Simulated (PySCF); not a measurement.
**F(2+), Ne(3+): ionisation energies with spin-orbit coupling**

Each state of these ions is computed at each level; their differences give the ionisation energy. How far do the methods differ?

Method: two-component X2C-1e, generalised determinants. Code: PySCF 2.14.0.

## (1) The system

- Elements: fluorine (Z = 9), neon (Z = 10)
- Basis: one for each species, given in its step
- Hamiltonian: two-component X2C-1e, Gaussian nucleus, no Breit or QED terms; spin-orbit coupling, run by run: off; screened by Boettger's factors
- Core shells frozen in the correlated runs: none (for F(2+))
- State 1: F(2+): [He] 2s2 2p3; 2p1/2 filled at m_j = -1/2, +1/2; 2p3/2 filled at m_j = +3/2
- State 2: Ne(3+): [He] 2s2 2p3; 2p1/2 filled at m_j = -1/2, +1/2; 2p3/2 filled at m_j = +3/2
- Needed too, but not shown: F(3+) [He] 2s2 2p2 (3P), Ne(4+) [He] 2s2 2p2 (3P)
- Methods: GHF, GMP2

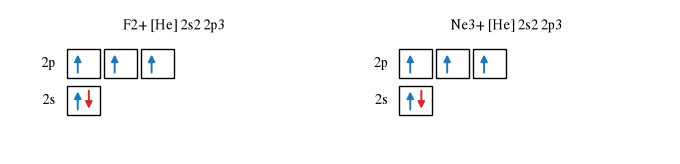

The shells outside the core, filled by Hund's rule for the drawing.

A driver program built on PySCF's X2C-1e integrals ran all steps in one process from the settings above; there is no separate input file.

It was started by

```console
$ OMP_NUM_THREADS=1 python sorun2.py TASK.json OUT
```

The integrals over 120 functions and the set-up took 1.3 s of CPU time.

## (2) F(2+), method by method

Basis: an even-tempered Gaussian basis (19 s from 0.12 bohr⁻², ratio 2.4; 12 p from 0.16 bohr⁻², ratio 2.4; 6 d from 1.6 bohr⁻², ratio 2.6; 5 f from 2.3 bohr⁻², ratio 2.6).

Level: GHF (spin-free).

The log of the run:

```text
cycle= 1 E= -97.6638699559  delta_E= -97.7  |FDS-SDF|= 0.0693
cycle= 2 E= -97.7003097660  delta_E= -0.0364  |FDS-SDF|= 0.0123
cycle= 3 E= -97.7019919112  delta_E= -0.00168  |FDS-SDF|= 0.00307
cycle= 4 E= -97.7021283705  delta_E= -0.000136  |FDS-SDF|= 0.000435
cycle= 5 E= -97.7021305752  delta_E= -2.2e-06  |FDS-SDF|= 2.02e-05
cycle= 6 E= -97.7021305776  delta_E= -2.47e-09  |FDS-SDF|= 1.16e-06
cycle= 7 E= -97.7021305777  delta_E= -1.25e-11  |FDS-SDF|= 5e-08
```

It took 10 s on 1 thread of Neoverse-N1, shared host, the integrals not counted.

Occupied spinors (without spin-orbit coupling the j labels only name the start):

```csv
spinor shell,electrons,mean energy (eV),weight of the nominal j,rms radius (bohr)
1s1/2,2,-764.78,1.000,0.203
2s1/2,2,-79.509,1.000,1.01
2p1/2,2,-63.882,0.500,0.977
2p3/2,1,-63.882,1.000,0.977
```

M_J = 3/2, ⟨J²⟩ = 3.754, ⟨L²⟩ = 0.000, ⟨S²⟩ = 3.754.

Level: GMP2 (spin-free).

The driver printed no log here.

Time after the integrals: 3 s (1 thread of Neoverse-N1, shared host).

With 7 electrons correlated and 30 very high virtual spinors dropped, the MP2 correlation energy is -0.16876 hartree. Largest pairs: 2p1/2-2s1/2 -0.0476, 1s1/2-1s1/2 -0.0396, 2p3/2-2s1/2 -0.0238, 2p1/2-2p3/2 -0.0165, 2s1/2-2s1/2 -0.0116.

Level: GHF (screened spin-orbit).

The log of the run:

```text
cycle= 1 E= -97.6638699559  delta_E= -97.7  |FDS-SDF|= 0.0702
cycle= 2 E= -97.7003208693  delta_E= -0.0365  |FDS-SDF|= 0.0123
cycle= 3 E= -97.7020060963  delta_E= -0.00169  |FDS-SDF|= 0.00309
cycle= 4 E= -97.7021446600  delta_E= -0.000139  |FDS-SDF|= 0.000497
cycle= 5 E= -97.7021480048  delta_E= -3.34e-06  |FDS-SDF|= 0.000168
cycle= 6 E= -97.7021486000  delta_E= -5.95e-07  |FDS-SDF|= 0.000111
cycle= 7 E= -97.7021490610  delta_E= -4.61e-07  |FDS-SDF|= 3.76e-06
cycle= 8 E= -97.7021490613  delta_E= -2.84e-10  |FDS-SDF|= 7.03e-07
```

Time after the integrals: 30 s (1 thread of Neoverse-N1, shared host).

Occupied spinors:

```csv
spinor shell,electrons,mean energy (eV),weight of the nominal j,rms radius (bohr)
1s1/2,2,-764.78,1.000,0.203
2s1/2,2,-79.509,1.000,1.01
2p1/2,2,-63.898,0.504,0.977
2p3/2,1,-63.850,1.000,0.977
```

M_J = 3/2, ⟨J²⟩ = 3.754, ⟨L²⟩ = 0.000, ⟨S²⟩ = 3.754. A second start ended at -97.49656 hartree. Rows whose weight is well below 1 mix j = l ± 1/2: exchange competes with spin-orbit coupling there.

Level: GMP2 (screened spin-orbit).

This step left no log, only its results.

Time after the integrals: 1.1 s (1 thread of Neoverse-N1, shared host).

With 7 electrons correlated and 30 very high virtual spinors dropped, the MP2 correlation energy is -0.16876 hartree. Largest pairs: 2p1/2-2s1/2 -0.0476, 1s1/2-1s1/2 -0.0396, 2p3/2-2s1/2 -0.0238, 2p1/2-2p3/2 -0.0165, 2s1/2-2s1/2 -0.0116.

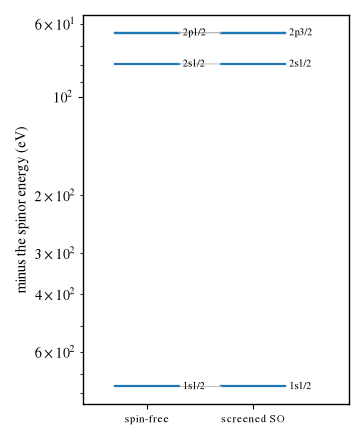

The highest 4 spinor levels of F(2+) on a logarithmic scale, without and with spin-orbit coupling.

## (3) Ne(3+), method by method

Basis: an uncontracted even-tempered set (19 s from 0.21 bohr⁻², ratio 2.4; 11 p from 0.27 bohr⁻², ratio 2.4; 6 d from 2.1 bohr⁻², ratio 2.6; 5 f from 3.2 bohr⁻², ratio 2.6).

Level: GHF (spin-free).

The log of the run:

```text
cycle= 1 E= -124.2132262710  delta_E= -124  |FDS-SDF|= 0.0779
cycle= 2 E= -124.2476049218  delta_E= -0.0344  |FDS-SDF|= 0.012
cycle= 3 E= -124.2488468953  delta_E= -0.00124  |FDS-SDF|= 0.00248
cycle= 4 E= -124.2489107778  delta_E= -6.39e-05  |FDS-SDF|= 0.000305
cycle= 5 E= -124.2489115669  delta_E= -7.89e-07  |FDS-SDF|= 1.15e-05
cycle= 6 E= -124.2489115674  delta_E= -4.37e-10  |FDS-SDF|= 5.62e-07
```

It took 8.2 s on 1 thread of Neoverse-N1, shared host, the integrals not counted.

Occupied spinors (without spin-orbit coupling the j labels only name the start):

```csv
spinor shell,electrons,mean energy (eV),weight of the nominal j,rms radius (bohr)
1s1/2,2,-975.97,1.000,0.182
2s1/2,2,-116.93,1.000,0.869
2p1/2,2,-98.485,0.500,0.824
2p3/2,1,-98.485,1.000,0.824
```

M_J = 3/2, ⟨J²⟩ = 3.753, ⟨L²⟩ = 0.000, ⟨S²⟩ = 3.753.

Level: GMP2 (spin-free).

No log was kept for this step.

It took 2.9 s on 1 thread of Neoverse-N1, shared host, the integrals not counted.

With 7 electrons correlated and 30 very high virtual spinors dropped, the MP2 correlation energy is -0.17375 hartree. Largest pairs: 2p1/2-2s1/2 -0.0493, 1s1/2-1s1/2 -0.0395, 2p3/2-2s1/2 -0.0246, 2p1/2-2p3/2 -0.0169, 2s1/2-2s1/2 -0.0116.

Level: GHF (screened spin-orbit).

The log of the run:

```text
cycle= 1 E= -124.2132262710  delta_E= -124  |FDS-SDF|= 0.0795
cycle= 2 E= -124.2476325414  delta_E= -0.0344  |FDS-SDF|= 0.012
cycle= 3 E= -124.2488829321  delta_E= -0.00125  |FDS-SDF|= 0.00255
cycle= 4 E= -124.2489524686  delta_E= -6.95e-05  |FDS-SDF|= 0.00053
cycle= 5 E= -124.2489562724  delta_E= -3.8e-06  |FDS-SDF|= 0.000307
cycle= 6 E= -124.2489587348  delta_E= -2.46e-06  |FDS-SDF|= 0.000128
cycle= 7 E= -124.2489592449  delta_E= -5.1e-07  |FDS-SDF|= 2.65e-06
cycle= 8 E= -124.2489592450  delta_E= -9.01e-11  |FDS-SDF|= 1.88e-06
```

Time after the integrals: 26 s (1 thread of Neoverse-N1, shared host).

Occupied spinors:

```csv
spinor shell,electrons,mean energy (eV),weight of the nominal j,rms radius (bohr)
1s1/2,2,-975.97,1.000,0.182
2s1/2,2,-116.93,1.000,0.869
2p1/2,2,-98.513,0.507,0.824
2p3/2,1,-98.429,1.000,0.825
```

M_J = 3/2, ⟨J²⟩ = 3.753, ⟨L²⟩ = 0.000, ⟨S²⟩ = 3.753. A second start ended at -124.00601 hartree. Rows whose weight is well below 1 mix j = l ± 1/2: exchange competes with spin-orbit coupling there.

Level: GMP2 (screened spin-orbit).

This step left no log, only its results.

It took 1.1 s on 1 thread of Neoverse-N1, shared host, the integrals not counted.

With 7 electrons correlated and 30 very high virtual spinors dropped, the MP2 correlation energy is -0.17375 hartree. Largest pairs: 2p1/2-2s1/2 -0.0493, 1s1/2-1s1/2 -0.0395, 2p3/2-2s1/2 -0.0246, 2p1/2-2p3/2 -0.0169, 2s1/2-2s1/2 -0.0116.

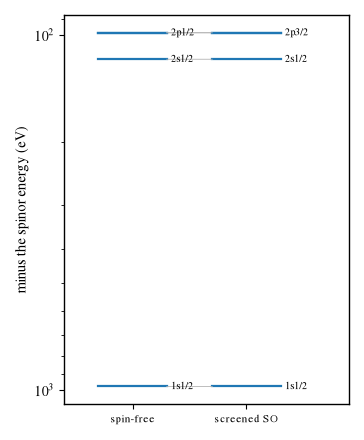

The highest 4 spinor levels of Ne(3+) on a logarithmic scale, without and with spin-orbit coupling.

## (4) Differences of total energies

Ionisation energy: F(2+) [He] 2s2 2p3 [2p1/2^2 2p3/2^1, M_J = 3/2] → F(3+) [He] 2s2 2p2 [2p1/2^2, M_J = 0].

```csv
method,value (eV),less the reference (eV)
GHF (spin-free),62.333,-0.375
GMP2 (spin-free),62.889,+0.181
GHF (screened spin-orbit),62.303,-0.405
GMP2 (screened spin-orbit),62.858,+0.150
```

Reference: 62.708 eV (semi-empirical (NIST evaluation); NIST Atomic Spectra Database, ionization energies). The determinant of F3+ mixes levels of different J (the jj label is only the starting occupation), so the difference between spin-free and spin-orbit rows is not the physical spin-orbit shift.

Ionisation energy: Ne(3+) [He] 2s2 2p3 [2p1/2^2 2p3/2^1, M_J = 3/2] → Ne(4+) [He] 2s2 2p2 [2p1/2^2, M_J = 0].

```csv
method,value (eV),less the reference (eV)
GHF (spin-free),96.938,-0.252
GMP2 (spin-free),97.482,+0.292
GHF (screened spin-orbit),96.883,-0.307
GMP2 (screened spin-orbit),97.428,+0.238
```

Reference: 97.190 eV (semi-empirical (NIST evaluation); NIST Atomic Spectra Database, ionization energies). The determinant of Ne4+ mixes levels of different J (the jj label is only the starting occupation), so the difference between spin-free and spin-orbit rows is not the physical spin-orbit shift.

The differences also use runs on F(3+) [He] 2s2 2p2 (3P), Ne(4+) [He] 2s2 2p2 (3P), which are not shown here.

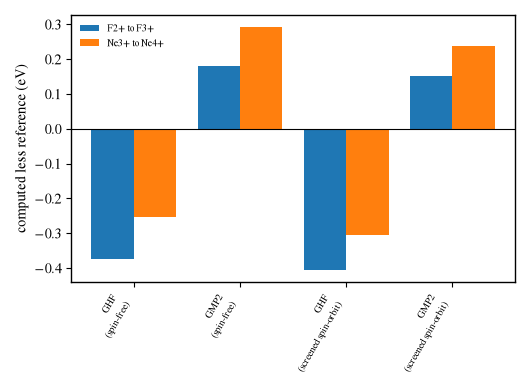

Computed less reference values by method, where the reference is not like for like or is itself uncertain.

## (5) Outcome

| quantity | value |
| --- | --- |
| ionisation energy, F(2+) | GHF (spin-free) 62.333, GMP2 (screened spin-orbit) 62.858 eV; reference 62.708 |
| ionisation energy, Ne(3+) | GHF (spin-free) 96.938, GMP2 (screened spin-orbit) 97.428 eV; reference 97.190 |

In words: For the first difference the methods span 0.586 eV, from GHF (screened spin-orbit) (62.303) to GMP2 (spin-free) (62.889). The reference is uncertain or not like for like (spin-orbit coupling or other relativistic terms), so no ranking of close methods is drawn. The basis is finite, and no extrapolation was made.
